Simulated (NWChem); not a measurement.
# One shape, several levels: triplet BrCl

We compute a comparison of 6 runs (USVWN5/def2-TZVPPD, U-r2SCAN/def2-TZVPPD, U-revPBE/def2-TZVPPD, UB3LYP/def2-TZVPPD, UBLYP/def2-TZVPPD, UM06-L/def2-TZVPPD) of triplet BrCl. 

The calculation is run with NWChem 7.3.0.

## Step 1: The structure to begin with

The species is BrCl (2 atoms), meant as a triplet with charge 0. SMILES of the parent species: `ClBr`. The bond length is the one measured for the parent species. That shape belongs to the parent species and isn't relaxed for this state.

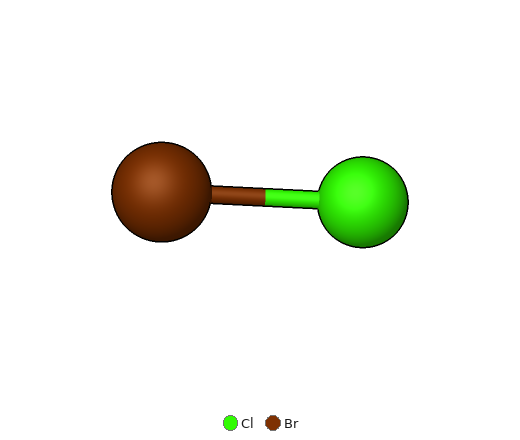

The structure, seen from a chosen angle (chlorine green, bromine brown).

## Step 2: A single-point energy at USVWN5/def2-TZVPPD (run 1)

Input file mol.nw:

```
start mol
memory stack 880 mb heap 220 mb global 1100 mb
charge 0

geometry units angstroms noautosym nocenter noautoz
  Cl       0.000000       0.000000       0.000000
  Br       0.000000       0.000000       2.136065
end

basis spherical bse
  * library def2-TZVPPD
end

dft
  xc slater vwn_5
  mult 3
  grid fine
  convergence energy 1e-08
  maxiter 100
  mulliken
  print low
end

task dft energy
```

Started as:

```
$ nwchem mol.nw > mol.out
```

The log of the run:

```text
[...]
 d= 0,ls=0.0,diis     1  -3029.1893253654 -3.18D+03  3.54D-03  5.45D-01     2.5
[...]
 d= 0,ls=0.5,diis    32  -3029.2356892062 -8.36D-09  1.96D-08  1.63D-08    48.1
[...]
         Total DFT energy =    -3029.235689212442
      One electron energy =    -4509.569807470049
           Coulomb energy =     1447.398534879280
    Exchange-Corr. energy =     -114.466514944907
 Nuclear repulsion energy =      147.402098323235
[...]
      Total Density - Mulliken Population Analysis
     ---------------------------------------------
    Atom       Charge   Shell Charges
 -----------   ------   -------------------------------------------------------
    1 Cl  17    17.08   2.01  0.43  1.53  1.20  0.80  0.01  4.18  1.67  1.14  2.66  1.32  0.04  0.00  0.02  0.07  0.02  0.00
    2 Br  35    34.92   2.00  2.01  1.15  0.78  1.14  0.90  0.02  6.00  5.91  1.36  2.47  1.03  0.02  8.93  1.03  0.06  0.10 -0.00  0.01
[...]
      <S2> =      2.0015 (Exact =     2.0000)
[...]
```

Run time: 50 s. Hardware: 1 thread of Intel Xeon 6975P-C (Granite Rapids), shared host; peak memory 0.11 GiB.

## Step 3: The energy at U-r2SCAN/def2-TZVPPD (run 2)

Input file sp.nw:

```
start sp
title "BrCl energy"
memory stack 880 mb heap 220 mb global 1100 mb

geometry units angstroms noautosym nocenter noautoz
  Cl    0.000000    0.000000    0.000000
  Br    0.000000    0.000000    2.136065
end

basis "ao basis" spherical bse
  Cl library def2-TZVPPD
  Br library def2-TZVPPD
end

dft
  xc r2scan
  mult 3
  grid fine
  convergence energy 1e-08
  iterations 100
  mulliken
  print medium
end

task dft
```

Started as:

```
$ nwchem sp.nw > sp.out
```

The log of the run:

```text
[...]
          Wavefunction type:  spin polarized.
          No. of atoms     :     2
          No. of electrons :    52
[...]
          Charge           :     0
          Spin multiplicity:     3
[...]
          AO basis - number of functions:   108
[...]
              XC Information
              --------------
                      r^2SCAN Method XC Functional
               r^2SCAN metaGGA Exchange Functional  1.000
                     r^2SCAN Correlation Potential  1.000
[...]
 d= 0,ls=0.0,diis     1  -3034.1829416638 -3.18D+03  3.11D-03  2.30D-01     3.1
[...]
 d= 0,ls=0.5,diis    33  -3034.2128854397 -8.26D-09  4.93D-08  1.36D-08    73.6
[...]
         Total DFT energy =    -3034.212885445085
      One electron energy =    -4510.526047171094
           Coulomb energy =     1448.450893973886
    Exchange-Corr. energy =     -119.539830571112
 Nuclear repulsion energy =      147.402098323235
[...]
      Total Density - Mulliken Population Analysis
     ---------------------------------------------
    Atom       Charge   Shell Charges
 -----------   ------   -------------------------------------------------------
    1 Cl  17    17.08   2.01  0.44  1.52  1.16  0.86  0.00  4.19  1.67  1.09  2.76  1.27  0.02  0.00  0.02  0.07  0.01  0.00
    2 Br  35    34.92   2.00  2.01  1.17  0.77  1.09  0.97  0.02  6.00  5.93  1.30  2.59  0.96  0.01  8.95  1.01  0.06  0.09 -0.01  0.01
[...]
      <S2> =      2.0063 (Exact =     2.0000)
[...]
```

Wall time 77 s (1 thread of Intel Xeon 6975P-C (Granite Rapids), shared host); peak memory 0.11 GiB.

Runs 3 to 4 aren't shown in full; the table further down has their settings and results.

## Step 4: A single-point energy at UBLYP/def2-TZVPPD (run 5)

Input file a.nw:

```
start a
memory total 2200 mb

geometry units angstroms noautosym nocenter noautoz
  Cl    0.000000    0.000000    0.000000
  Br    0.000000    0.000000    2.136065
end

basis spherical bse
  * library def2-TZVPPD
end

dft
  xc becke88 lyp
  mult 3
  grid fine
  convergence energy 1e-08
  maxiter 100
  mulliken
  noprint "final vectors analysis"
end

task dft energy
```

Started as:

```
$ nwchem a.nw > a.out
```

The log of the run:

```text
[...]
          Wavefunction type:  spin polarized.
          No. of atoms     :     2
          No. of electrons :    52
[...]
          Charge           :     0
          Spin multiplicity:     3
[...]
          AO basis - number of functions:   108
[...]
              XC Information
              --------------
                    Becke 1988 Exchange Functional  1.000
              Lee-Yang-Parr Correlation Functional  1.000
[...]
 d= 0,ls=0.0,diis     1  -3034.2509581518 -3.18D+03  3.60D-03  3.50D-01     3.1
[...]
 d= 0,ls=0.5,diis    33  -3034.2903162087 -8.40D-09  2.14D-08  2.25D-08    65.0
[...]
         Total DFT energy =    -3034.290316215061
      One electron energy =    -4509.863780855640
           Coulomb energy =     1447.735901148323
    Exchange-Corr. energy =     -119.564534830979
 Nuclear repulsion energy =      147.402098323235
[...]
      Total Density - Mulliken Population Analysis
     ---------------------------------------------
    Atom       Charge   Shell Charges
 -----------   ------   -------------------------------------------------------
    1 Cl  17    17.07   2.01  0.43  1.52  1.21  0.79  0.01  4.19  1.66  1.14  2.68  1.29  0.04  0.00  0.02  0.06  0.02  0.00
    2 Br  35    34.93   2.00  2.01  1.16  0.77  1.15  0.90  0.03  6.00  5.92  1.35  2.47  1.04  0.03  8.94  1.02  0.06  0.09  0.01  0.01
[...]
      <S2> =      2.0025 (Exact =     2.0000)
[...]
```

It took 68 s on 1 thread of Intel Xeon 6975P-C (Granite Rapids), shared host; peak memory 0.11 GiB.

## Step 5: A single-point energy at UM06-L/def2-TZVPPD (run 6)

Input file run.py:

```python
from ase import Atoms
from ase.calculators.nwchem import NWChem

molecule = Atoms(['Cl', 'Br'], positions=[
    [0.000000, 0.000000, 0.000000],
    [0.000000, 0.000000, 2.136065],
])

calc = NWChem(
    label='brcl',
    theory='dft',
    memory='2200 mb',
    basis='def2-TZVPPD',
    basispar='spherical bse',
    dft={'xc': 'm06-l', 'mult': '3', 'grid': 'fine', 'convergence': 'energy 1e-08', 'iterations': '100', 'mulliken': None},
    task='energy',
)
molecule.calc = calc

print(f"energy = {molecule.get_potential_energy():.6f} eV")
```

Started as:

```
$ export ASE_NWCHEM_COMMAND="nwchem PREFIX.nwi > PREFIX.nwo"
$ python run.py
```

The log of the run:

```text
energy = -82563.621115 eV
```

The calculator wrote brcl.nwi:

```
title "brcl"

permanent_dir brcl

scratch_dir brcl

start brcl

geometry units angstrom nocenter noautosym noautoz
  Cl 0.0000000000000000e+00 0.0000000000000000e+00 0.0000000000000000e+00
  Br 0.0000000000000000e+00 0.0000000000000000e+00 2.1360649999999999e+00
end

memory 2200 mb

basis spherical bse noprint
   * library def2-TZVPPD
end

dft
  xc m06-l
  mult 3
  grid fine
  convergence energy 1e-08
  iterations 100
  mulliken
end

task dft energy
```

brcl.nwo:

```text
Northwest Computational Chemistry Package (NWChem) 7.3.0
             --------------------------------------------------------

           Job information
           ---------------

    nwchem branch   = 7.3.0
    use scalapack   = T
    input           = brcl.nwi
    prefix          = brcl.
    data base       = brcl/brcl.db
    status          = startup
    nproc           =        1

           Memory information
           ------------------

    heap     =     72089594 doubles =      550.0 Mbytes
    stack    =     72089599 doubles =      550.0 Mbytes
    global   =    144179200 doubles =     1100.0 Mbytes (distinct from heap & stack)
    total    =    288358393 doubles =     2200.0 Mbytes
    verify   = yes
    hardfail = no

           Directory information
           ---------------------

  0 permanent = brcl
  0 scratch   = brcl

                                NWChem Input Module
                                -------------------

                                       brcl
                                       ----

[... 21 lines left out ...]
            Nuclear Dipole moment (a.u.)
[... 38 lines left out ...]
  convergence criterion.
[... 16 lines left out ...]
          Convergence on density requested:  1.00D-05
[... 19 lines left out ...]
          Spatial weights used:  Erf1
[... 3 lines left out ...]
          Convergence aids based upon iterative change in
[... 83 lines left out ...]
         Total DFT energy =    -3034.157137063348
[... 1 line left out ...]
           Coulomb energy =     1449.120407268371
[... 1 line left out ...]
 Nuclear repulsion energy =      147.402098323235
[... 773 lines left out ...]
                     DFT Final Beta Molecular Orbital Analysis
[... 846 lines left out ...]
   alpha    101    102    103    104    105    106    107    108
    beta    100    102    103    104    105    106    107    108
 overlap   1.000  1.000  1.000  1.000  1.000  1.000  1.000  1.000

     --------------------------
     Expectation value of S2:
     --------------------------
      <S2> =      2.0072 (Exact =     2.0000)

 center of mass
 --------------
 x =   0.00000000 y =   0.00000000 z =   2.80792241

 moments of inertia (a.u.)
 ------------------
         396.350813152223           0.000000000000           0.000000000000
           0.000000000000         396.350813152223           0.000000000000
           0.000000000000           0.000000000000           0.000000000000

     Multipole analysis of the density
     ---------------------------------

     L   x y z        total         alpha         beta         nuclear
     -   - - -        -----         -----         ----         -------
     0   0 0 0     -0.000000    -27.000000    -25.000000     52.000000

     1   1 0 0     -0.000001     -0.000000     -0.000000      0.000000
[... 8 lines of this table left out ...]
     2   0 0 2    -22.025523   -309.350011   -282.964052    570.288539

 Task  times  cpu:       83.4s     wall:       83.4s
 Total times  cpu:       83.4s     wall:       83.4s
```

Run time: 85 s. Hardware: 1 thread of Intel Xeon 6975P-C (Granite Rapids), shared host; peak memory 0.11 GiB.

## Step 6: Overview of the runs

| run | level | energy (Eh) | ⟨S²⟩ | wall time |
| --- | --- | --- | --- | --- |
| 1 | USVWN5/def2-TZVPPD | -3029.235689 | 2.002 | 50 s |
| 2 | U-r2SCAN/def2-TZVPPD | -3034.212885 | 2.006 | 77 s |
| 3 | U-revPBE/def2-TZVPPD | -3033.960551 | 2.003 | 73 s |
| 4 | UB3LYP/def2-TZVPPD | -3034.300985 | 2.005 | 21 s |
| 5 | UBLYP/def2-TZVPPD | -3034.290316 | 2.002 | 68 s |
| 6 | UM06-L/def2-TZVPPD | -3034.157137 | 2.007 | 85 s |

## Step 7: What came out

```
                                 quantity           value
                      run 6: total energy  -3034.15714 Eh
                     run 6: dipole moment          0.70 D
run 6: HOMO energy (highest over α and β)        -4.74 eV
                              run 6: ⟨S²⟩           2.007
```

What this shows: Over runs 2, 3, 4, 5, 6 the dipole moment (its size) runs from 0.36 D (UBLYP/def2-TZVPPD) to 0.70 D (UM06-L/def2-TZVPPD). Totals of different functionals can't be ranked against each other. All runs together took 6.2 min, the longest 85 s.
